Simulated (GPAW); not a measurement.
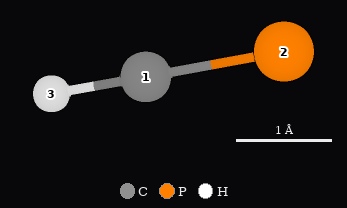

Figure 1. The input geometry (ball-and-stick view, seen at a tilt; atoms are numbered from 1 in the order of the input). Bond lengths as drawn: C–H 1.06 Å and C–P 1.55 Å.

Atomisation calculation, with input and output: CHP

CHP (methylidynephosphane), SMILES C#P, computed with LDA (PW92)/plane waves, scalar-relativistic datasets (GPAW 26.7.0).

The geometry comes from this level: GFN2-xTB.

**Log**
```
__  _  _
 | _ |_)|_||  |
 |__||  | ||/\| - 26.7.0

units:  Angstrom and eV
cores:  1
OpenMP: False

Versions:
  Python: 3.12.14
  ASE:    3.29.0
  Numpy:  2.5.5
  Scipy:  1.18.1
  Libxc:  7.0.0

        _gpaw.cpython-312-aarch64-linux-gnu.so

Input parameters:
  mode=PW(ecut=300.0),
  maxiter=100,
  symmetry=Symmetry(point_group=False, time_reversal=False),
  xc=XC(name='LDA')

Diagonalizing LCAO Hamiltonian
Converting LCAO to pw mode
       .--------------------------.
      /|                          |
     / |                          |
    /  |                          |
   /   |                          |
  /    |                          |
 *     |                          |
 |     |                          |
 |     |                          |
 |     |       H C  P             |
 |     |                          |
 |     |                          |
 |     .--------------------------.
 |    /                          /
 |   /                          /
 |  /                          /
 | /                          /
 |/                          /
 *--------------------------*

Atoms  # Å, Bohr magnetons
|   | symbol |        x |        y |        z |    initial magnetic moments |
|---|--------|----------|----------|----------|-----------------------------|
| 0 |      C | 5.375020 | 5.072520 | 4.941330 | ( 0.0000,  0.0000,  0.0000) |
| 1 |      P | 6.661340 | 4.500000 | 5.581980 | ( 0.0000,  0.0000,  0.0000) |
| 2 |      H | 4.500000 | 5.465520 | 4.500000 | ( 0.0000,  0.0000,  0.0000) |

Unit cell  # Å
| periodic |         x |        y |         z |   lengths |    angles |
|----------|-----------|----------|-----------|-----------|-----------|
|       no | 11.161340 | 0.000000 |  0.000000 | 11.161340 | 90.000000 |
|       no |  0.000000 | 9.965520 |  0.000000 |  9.965520 | 90.000000 |
|       no |  0.000000 | 0.000000 | 10.081980 | 10.081980 | 90.000000 |

Number of symmetries: 1
Symmetry operations  # r_c * U_cc + t_c -> r_c
|   | kind |            matrix            |
|---|------|------------------------------|
| 0 |  E   |  1, 0, 0,  0, 1, 0,  0, 0, 1 |

BZ-sampling:
  Number of BZ points: 1
  Number of IBZ points: 1

  Monkhorst-Pack size: [1, 1, 1]
  Monkhorst-Pack shift: [0, 0, 0]

K-points  # in reciprocal-cell coordinates
|   |                                coordinates |     weight |
|---|--------------------------------------------|------------|
| 0 | (  0.00000000,   0.00000000,   0.00000000) | 1.00000000 |

Plane wave coefficients: 6612
Cutoff: 300.0 eV

Spin-components: 1 (collinear spins)
Bands:           9
Projectors:      13
Spin-degeneracy: 2
Datatype:        float64

  Storage: CPU
  Wave functions: 952_128 bytes (952_128 per core)
  Projectors: 2_644_800 bytes (2_644_800 per core)

Parallelization:
  kpt:    1
  domain: 1
  band:   1

Density:
  Valence electrons: 10.0
  Components: 1
  Grid points: [45 40 42]
  Charge: 0.0  # |e|

Potential:
  Grid points: [45 40 42]

species:
  C:
    name:    Carbon
    Z:       6.0
    valence: 4
    core:    2
    charge:  0.0  # [|e|]
    file:    C.LDA.gz
    compensation charges:
      type: gauss
      rc: 0.20  # [Å]
      lmax: 2
    cutoffs:
      filter: 1.14  # [Å]
      core: 1.14  # [Å]
    projectors
    | kind |    occ | energy [eV] | rcut [Å] |
    |------|--------|-------------|----------|
    |   2s |  2.000 |     -13.639 |    0.635 |
    |   2p |  2.000 |      -5.414 |    0.635 |
    |    s |        |      13.573 |    0.635 |
    |    p |        |      21.797 |    0.635 |
    |    d |        |       0.000 |    0.635 |

    Using partial waves for C as LCAO basis

  P:
    name:    Phosphorus
    Z:       15.0
    valence: 5
    core:    10
    charge:  0.0  # [|e|]
    file:    P.LDA.gz
    compensation charges:
      type: gauss
      rc: 0.30  # [Å]
      lmax: 2
    cutoffs:
      filter: 1.69  # [Å]
      core: 1.81  # [Å]
    projectors
    | kind |    occ | energy [eV] | rcut [Å] |
    |------|--------|-------------|----------|
    |   3s |  2.000 |     -14.015 |    0.953 |
    |   3p |  3.000 |      -5.596 |    0.953 |
    |    s |        |      13.197 |    0.953 |
    |    p |        |      21.615 |    0.953 |
    |    d |        |       0.000 |    0.953 |

    Using partial waves for P as LCAO basis

  H:
    name:    Hydrogen
    Z:       1.0
    valence: 1
    core:    0
    charge:  0.0  # [|e|]
    file:    H.LDA.gz
    compensation charges:
      type: gauss
      rc: 0.15  # [Å]
      lmax: 2
    cutoffs:
      filter: 0.85  # [Å]
      core: 0.53  # [Å]
    projectors
    | kind |    occ | energy [eV] | rcut [Å] |
    |------|--------|-------------|----------|
    |   1s |  1.000 |      -6.353 |    0.476 |
    |    s |        |      20.858 |    0.476 |
    |    p |        |       0.000 |    0.476 |

    Using partial waves for H as LCAO basis

Reference energy: -10303.537304  # eV

eigensolver:
  PPCG
  Converge bands: occupied
  niter=2

density mixing:
  MSR1-Mixer
  Pratt-step length: 0.05
  Maximum mixing coefficient: 0.75
  Old densities: 10
  SVD Regularization: 0.005
  Good broyden scale: 1.0
  Trust region scale: 1.0
  Backstep threshold: 4.0
  History deletion threshold: 6.0
  Fourier metric: weight=20.0, sigma=0.015

occupation numbers:
  # Zero width

poisson solver:
  ecut: 2400.0  # eV

xc functional:
  name: None

Initialization done in: 0.375 s

convergence criteria:
- Maximum [total energy] change in last 3 cyles: 0.0005 eV / valence electron
- Maximum integral of absolute [dens]ity change: 0.0001 electrons / valence electron
- Maximum integral of absolute [eigenst]ate change: 4e-08 eV^2 / valence electron
maximum number of iterations: 100

SCF iterations
|iter     |     time |      energy | eigst |  dens |
|---------|----------|-------------|-------|-------|
|iter:   1| 00:00:00 |  -18.069127 | +0.49 |       |
|iter:   2| 00:00:01 |  -17.331733 | -1.16 | -0.58 |
|iter:   3| 00:00:01 |  -15.623745 | -0.90 | -0.66 |
|iter:   4| 00:00:01 |  -15.556122 | -1.89 | -1.17 |
|iter:   5| 00:00:01 |  -15.523522 | -2.29 | -1.41 |
|iter:   6| 00:00:01 |  -15.521375 | -3.30 | -1.87 |
|iter:   7| 00:00:02 |  -15.521352c| -4.74 | -2.61 |
|iter:   8| 00:00:02 |  -15.521358c| -5.73 | -3.12 |
|iter:   9| 00:00:02 |  -15.521358c| -6.74 | -3.69 |
|iter:  10| 00:00:02 |  -15.521358c| -7.87c| -4.26c|

Converged in 10 steps
SCF loop duration: 2.012 s (0.201 s/step)
Energy contributions relative to reference atoms: (reference = -10303.537304)

Energy contributions:
  Kinetic:          15.637091
  Coulomb:         -17.244218
  Zero:              0.022100
  External:          0.000000
  Xc:              -13.936331
  Entropy:           0.000000
  Spinorbit:         0.000000
  ----------------------------
  Free energy:     -15.521358
  Extrapolated:    -15.521358

dipole moment: (-0.064034, 0.029068, -0.032983)  # |e|*Ang

Fermi level: -4.584
Eigenvalues  # (at kpt = [0.000, 0.000, 0.000])
| band index |      eig [eV] | occ [0-2] |
|------------|---------------|-----------|
|          0 |       -17.544 |     2.000 |
|          1 |       -13.293 |     2.000 |
|          2 |        -8.661 |     2.000 |
|          3 |        -6.891 |     2.000 |
|          4 |        -6.890 |     2.000 |
|          5 |        -2.277 |     0.000 |
|          6 |        -2.275 |     0.000 |
|          7 |        -0.275 |     0.000 |
|          8 |         0.461 |     0.000 |

Gap: 4.613 eV
Transition (v -> c):
  (s=0, k=0, n=4, [0.00, 0.00, 0.00]) -> (s=0, k=0, n=5, [0.00, 0.00, 0.00])
No difference between direct/indirect transitions
vacuum-level: 0.271  # V
LDA                                 12.413 eV
```

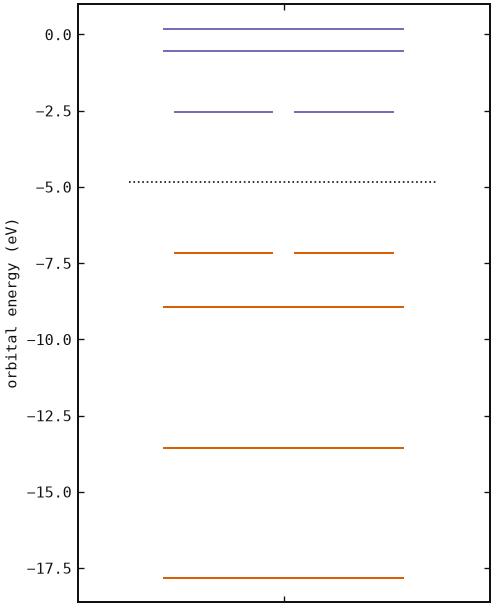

Figure 2. Orbital energies near the frontier; the dotted line parts filled from empty levels, and levels within 0.02 eV of each other stand side by side. Highest filled −7.16 eV, lowest empty −2.55 eV, 4.61 eV apart.

The run was set up as follows.

**Input file (run.py)**
```python
from ase import Atoms
from ase.io import read
from gpaw import GPAW, PW

molecule = read("gs.xyz")
molecule.center(vacuum=4.5)

calc = GPAW(mode=PW(300), xc="LDA", maxiter=100, symmetry="off", txt="-")
molecule.calc = calc

e = molecule.get_potential_energy()
e_mol = {"LDA": e}

e_atom = {}
for symbol in sorted(set(molecule.symbols)):
    atom = Atoms(symbol, cell=molecule.cell, pbc=molecule.pbc)
    atom.center()
    atom.calc = GPAW(mode=PW(300),
                     maxiter=150,
                     hund=True,
                     xc="LDA",
                     symmetry="off",
                     txt=f'{symbol}_atom.txt')
    e = atom.get_potential_energy()
    e_atom[symbol] = {"LDA": e}

atomisation = {xc: sum(e_atom[x][xc] for x in molecule.symbols) - e_mol[xc] for xc in e_mol}
for xc, de in atomisation.items():
    print(f'{xc:32} {de:9.3f} eV')
```

**File gs.xyz**
```
3

C     -0.137100     0.059840    -0.066440
P      1.149220    -0.512680     0.574210
H     -1.012120     0.452840    -0.507770
```

Launch command:
```bash
python3 run.py
```

**Summary**

```tsv
quantity	value
outcome	converged
energy relative to the program's reference atoms	−15.5214 eV
atomisation energy	12.413 eV
HOMO	−7.16 eV
LUMO	−2.55 eV
dipole moment	0.37 D
hardware	1 thread of Arm Neoverse V1, 112 GiB of memory available, shared host
wall time	8.8 s
peak memory	0.42 GiB
```
